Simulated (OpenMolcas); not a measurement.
**Excited-state calculation of C10H22O (part 3 of 3)**

Continued. System: C10H22O (1-decanol), multiplicity 3. Method: CASPT2/ANO-RCC-VDZ, DKH2 (OpenMolcas 26.06). The geometry is that of the parent species in another charge or spin state. The geometry comes from this level: GFN2-xTB.

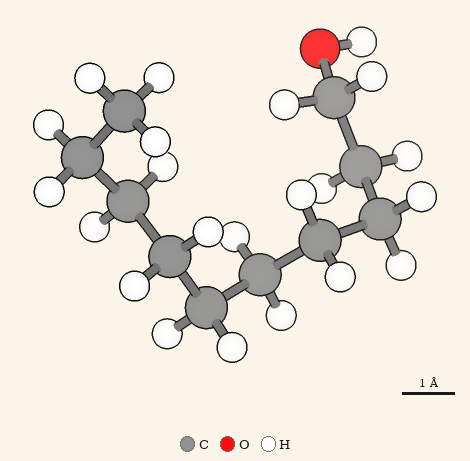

**Figure 1.** The structure as given in the input (ball-and-stick view, seen at a tilt).

### The program's output, continued
```
                C1      C2      C3      C4      C5      C6      C7      C8      C9      C10     O11     H12
      Total   -0.0000 -0.0000 -0.0000  0.0000  0.0000  0.0000  0.0003  0.0082  0.0050 -0.0253  0.8179  0.0002

                H13     H14     H15     H16     H17     H18     H19     H20     H21     H22     H23     H24
      Total    0.0000  0.0000  0.0001 -0.0000  0.0004  0.0001  0.0002 -0.0000  0.0000  0.0000  0.0001  0.0002

                H25     H26     H27     H28     H29     H30     H31     H32     H33
      Total   -0.0029  0.0004 -0.0030 -0.0019  0.0545 -0.0085 -0.0235  0.0521  1.1253

      Total electronic spin=    2.000000
--

      LoProp population analysis for root number:  1
      -----------------------------------------------

++    LoProp analysis:
      ----------------

++    Static properties:
      ------------------

      LoProp Charges per center

                   C1       C2       C3       C4       C5       C6       C7       C8       C9       C10
      Nuclear      6.0000   6.0000   6.0000   6.0000   6.0000   6.0000   6.0000   6.0000   6.0000   6.0000
      Electronic  -6.2876  -6.1490  -6.1594  -6.1639  -6.1559  -6.1649  -6.1660  -6.1572  -6.1809  -6.0274

      Total       -0.2876  -0.1490  -0.1594  -0.1639  -0.1559  -0.1649  -0.1660  -0.1572  -0.1809  -0.0274

                   O11      H12      H13      H14      H15      H16      H17      H18      H19      H20
      Nuclear      8.0000   1.0000   1.0000   1.0000   1.0000   1.0000   1.0000   1.0000   1.0000   1.0000
      Electronic  -7.9900  -0.9136  -0.9037  -0.9085  -0.9152  -0.9178  -0.9283  -0.9172  -0.9186  -0.9159

      Total        0.0100   0.0864   0.0963   0.0915   0.0848   0.0822   0.0717   0.0828   0.0814   0.0841

                   H21      H22      H23      H24      H25      H26      H27      H28      H29      H30
      Nuclear      1.0000   1.0000   1.0000   1.0000   1.0000   1.0000   1.0000   1.0000   1.0000   1.0000
      Electronic  -0.9184  -0.9166  -0.9198  -0.9157  -0.9234  -0.9105  -0.9008  -0.9125  -0.9272  -0.9026

      Total        0.0816   0.0834   0.0802   0.0843   0.0766   0.0895   0.0992   0.0875   0.0728   0.0974

                   H31      H32      H33
      Nuclear      1.0000   1.0000   1.0000
      Electronic  -0.8733  -0.8863  -1.2520

      Total        0.1267   0.1137  -0.2520
--

      Natural Bond Order analysis for root number:  1

++    Natural Bond Order analysis
      ---------------------------
      Based on LoProp computed density
      -------------------------------------------------------------------------------------
      Atom A       Atom B       Bond Order
      -------------------------------------------------------------------------------------
      NBO located      1.000 non-bonded electrons on atom C1
      NBO located      1.000 non-bonded electrons on atom C2
      NBO located      1.000 non-bonded electrons on atom C3
      NBO located      1.000 non-bonded electrons on atom C4
      NBO located      1.000 non-bonded electrons on atom C5
      NBO located      1.000 non-bonded electrons on atom C6
      NBO located      1.000 non-bonded electrons on atom C7
      NBO located      1.000 non-bonded electrons on atom C8
      NBO located      0.999 non-bonded electrons on atom C9
      NBO located      0.998 non-bonded electrons on atom C10
      NBO located      0.996 non-bonded electrons on atom O11
      The remaining   41.511 electrons are to be considered as diffuse
--

--

      Average orbitals are written to the RASORB file
      Natural orbitals for root   1 are written to the RASORB.1 file
      Spin density orbitals for root   1 are written to the SPDORB.1 file

--- Stop Module: rasscf /rc=_RC_ALL_IS_WELL_ ---
--- Module rasscf spent 20 seconds ---

--- Start Module: caspt2 ---

                                              &CASPT2

                       available to each process: 1.9 GB of memory, 1 thread

++    Wave function specifications:
      -----------------------------

      Number of closed shell electrons          66
      Number of electrons in active shells       2
      Max number of holes in RAS1 space          0
      Max number of electrons in RAS3 space      0
      Number of inactive orbitals               33
      Number of active orbitals                  2
      Number of secondary orbitals              97
      Spin quantum number                      1.0
      State symmetry                             1
      Number of CSFs                             1
      Number of CASSCF root(s) available         1
      CASPT2 state passed to geometry opt.       1
      A file JOBMIX will be created
      This is a high spin open shell RHF reference function
--

++    Orbital specifications:
      -----------------------

      Symmetry species                           1
                                                 a
      Frozen orbitals                           11
      Inactive orbitals                         33
      Active orbitals                            2
      Secondary orbitals                        97
      Deleted orbitals                           0
      Number of basis functions                143
--

++    CASPT2 specifications:
      ----------------------

      Type of calculation                        SS-CASPT2
      Fock operator                              state-specific
      IPEA shift                                 0.25
      Real shift                                 0.00
      Imaginary shift                            0.20
      The input orbitals will be transformed to quasi-canonical
--

--------------------------------------------------------------------------------
 Estimated memory requirements:
  POLY3 :                   250042
  RHS:                     5652562
  SIGMA :                  5582866
  PRPCTL:                        0
 Available workspace:    232474562

++ CASPT2 computation for group   1

********************************************************************************
 Multi-State initialization phase begins for group   1
--------------------------------------------------------------------------------
********************************************************************************
 Compute H0 matrices for state    1
--------------------------------------------------------------------------------
--------------------------------------------------------------------------------
 H0 matrices have been computed.

********************************************************************************
  CASPT2 EQUATION SOLUTION
--------------------------------------------------------------------------------

  Total nr of CASPT2 parameters:
   Before reduction:     6004835
   After  reduction:     5978510

 Variance of |WF0>:       2.8872763773

 The contributions to the second order correlation energy in atomic units.
-----------------------------------------------------------------------------------------------------------------------------
  IT.      VJTU        VJTI        ATVX        AIVX        VJAI        BVAT        BJAT        BJAI        TOTAL       RNORM
-----------------------------------------------------------------------------------------------------------------------------
   1    -0.000000   -0.000184   -0.000000   -0.006534   -0.015117   -0.001017   -0.031941   -0.948645   -1.003438    0.001743
   2    -0.000000   -0.000183   -0.000000   -0.006594   -0.015121   -0.001018   -0.031993   -0.948671   -1.003580    0.000214
   3    -0.000000   -0.000183   -0.000000   -0.006596   -0.015122   -0.001019   -0.031994   -0.948672   -1.003585    0.000024
   4    -0.000000   -0.000183   -0.000000   -0.006596   -0.015122   -0.001018   -0.031992   -0.948671   -1.003582    0.000002
-----------------------------------------------------------------------------------------------------------------------------

  FINAL CASPT2 RESULT:

      Reference energy:        -466.2157953114
      E2 (Non-variational):      -1.0035823388
      Shift correction:          -0.0060415796
      E2 (Variational):          -1.0096239184
      Total energy:            -467.2254192297
      Residual norm:              0.0000002292
      Reference weight:           0.72787

      Contributions to the CASPT2 correlation energy
      Active & Virtual Only:         -0.0010184234
      One Inactive Excited:          -0.0385878357
      Two Inactive Excited:          -0.9639760797

++ Denominators, etc.
--------------------------------------------------------------------------------------------------------------
 Report on small energy denominators, large coefficients, and large energy contributions.
CASE  SYMM ACTIVE-MIX  NON-ACTIVE INDICES          DENOMINATOR     RHS VALUE       COEFFICIENT     CONTRIBUTION
VJTU     1  Mu1.0001  In1.042                       0.29114130     -0.00000012     -0.00008484      0.00000000
VJTU     1  Mu1.0001  In1.043                       0.28783528     -0.00000045     -0.00042434      0.00000000
VJTU     1  Mu1.0001  In1.044                       0.28300916      0.00000002     -0.00003871     -0.00000000
ATVX     1  Mu1.0001  Se1.047                       0.26652772      0.00000152      0.00035976      0.00000000
ATVX     1  Mu1.0001  Se1.048                       0.27621429     -0.00000340      0.00012316     -0.00000000
ATVX     1  Mu1.0001  Se1.049                       0.27944417     -0.00000082      0.00021943     -0.00000000
ATVX     1  Mu1.0001  Se1.050                       0.29469039      0.00000006     -0.00035292     -0.00000000
--

   (Skipping property calculation,
    use PROP keyword to activate)
--

  Total CASPT2 energies:
::    CASPT2 Root  1     Total energy:   -467.22541923

  A NEW JOBIPH FILE NAMED 'JOBMIX' IS PREPARED.
********************************************************************************
--- Stop Module: caspt2 /rc=_RC_ALL_IS_WELL_ ---
--- Module caspt2 spent 7 seconds ---

--- Start Module: rassi ---

                                               &RASSI

                       available to each process: 1.9 GB of memory, 1 thread

      ********************************************************************************
      *                             General data section                             *
      ********************************************************************************

   Specific data for JOBIPH file JOBMIX
   -------------------------------------

   Header from SEWARD:

   CASSCF title (first line only):
       (No title given)

  STATE IRREP:                1
  SPIN MULTIPLICITY:          3
  ACTIVE ELECTRONS:           2
  MAX RAS1 HOLES:             0
  MAX RAS3 ELECTRONS:         0
  NR OF CONFIG:               1
  This wave function is of HISPIN type.
  However, the special handling for that case
  is suspected to be buggy. So the variable
  WFTYPE is set to GENERAL.
 ###############################################################################
 ###    WARNING: EJOB used when HEFF is available, possible                  ###
 ###    extra interaction between states is ignored!                         ###
 ###############################################################################

   The following data are common to all the states:
   ------------------------------------------------
   (note: frozen counts as inactive, deleted as secondary)

      Nr of irreps: 1

                 Total     No./Irrep
      Irrep                  1
                             a

      INACTIVE      44      44
      ACTIVE         2       2
      SECONDARY     97      97
      BASIS        143     143

      RAS1           0       0
      RAS2           2       2
      RAS3           0       0

        MATRIX ELEMENTS WILL BE COMPUTED FOR THE FOLLOWING ONE-ELECTRON OPERATORS, UNLESS ZERO BY SYMMETRY.
   (Herm=Hermitian, Anti=Antihermitian, Sing=Singlet operator, Trip=Triplet operator)
     MLTPL  0   1 (HERMSING)     MLTPL  1   1 (HERMSING)     MLTPL  1   2 (HERMSING)
     MLTPL  1   3 (HERMSING)     MLTPL  2   1 (HERMSING)     MLTPL  2   2 (HERMSING)
     MLTPL  2   3 (HERMSING)     MLTPL  2   4 (HERMSING)     MLTPL  2   5 (HERMSING)
     MLTPL  2   6 (HERMSING)     VELOCITY   1 (ANTISING)     VELOCITY   2 (ANTISING)
     VELOCITY   3 (ANTISING)     ANGMOM     1 (ANTISING)     ANGMOM     2 (ANTISING)
     ANGMOM     3 (ANTISING)     MLTPV  2   1 (ANTISING)     MLTPV  2   2 (ANTISING)
     MLTPV  2   3 (ANTISING)     MLTPV  2   4 (ANTISING)     MLTPV  2   5 (ANTISING)
     MLTPV  2   6 (ANTISING)

       EIGENSTATES OF A SPIN-FREE HAMILTONIAN WILL BE COMPUTED BASED ON:

  a Hamiltonian matrix assumed to be diagonal with energies read from the wavefunction file(s).

  Nr of states:                    1

   State:        1
  JobIph:        1
 Root nr:        1

  HAMILTONIAN MATRIX FOR THE ORIGINAL STATES:

  Diagonal, with energies
   -467.22541923

      OVERLAP MATRIX FOR THE ORIGINAL STATES:

  Diagonal, with elements
      1.00000000

::    RASSI State    1     Total energy:    -467.22541922973755

      ****************************************************************************************************
      *                                         Spin-free section                                        *
      *                 Note: index according to input order, order according to energy.                 *
      ****************************************************************************************************

  SPIN-FREE ENERGIES:
  (Shifted by EMIN (a.u.) =       -467.2254192297)

 SF State       Relative EMIN(au)   Rel lowest level(eV)    D:o, cm**(-1)

     1             0.0000000000        0.0000000000              0.0000

++ Dipole transition strengths (spin-free states):
   -----------------------------------------------
     for osc. strength at least  1.00000000E-05

  ( Max oscillator strength is only    0.0000000000000000      )
--

++ Velocity transition strengths (spin-free states):
   -------------------------------------------------
     for osc. strength at least  1.00000000E-05

  ( Max oscillator strength is only    0.0000000000000000      )
--

++ Length and velocity gauge comparison (spin-free states):
   --------------------------------------------------------

 --------------------------------------------------
 A comparison between the dipole oscillator strengths in
 length and velocity gauge will be performed

     All dipole oscillator differences above the tolerance of   1.00000000E-01  will be printed

 Due to basis set deficiency these oscillator may be problematic

 The tolerance is defined as ABS(1-O_l/O_v)
 O_l : dipole oscillator strength in length gauge
 O_p : dipole oscillator strength in velocity gauge
 --------------------------------------------------

 No problematic oscillator strengths above the tolerance   0.10000000000000001       have been found

--

 Electric-dipole - electric-octupole not included
 Electric-dipole - magnetic-quadrupole not included

      ****************************************************************************************************
      *                                    Special properties section                                    *
      ****************************************************************************************************

--- Stop Module: rassi /rc=_RC_ALL_IS_WELL_ ---

.##################.
.# Happy landing! #.
.##################.

    Timing: Wall=33.93 User=31.68 System=2.22
```
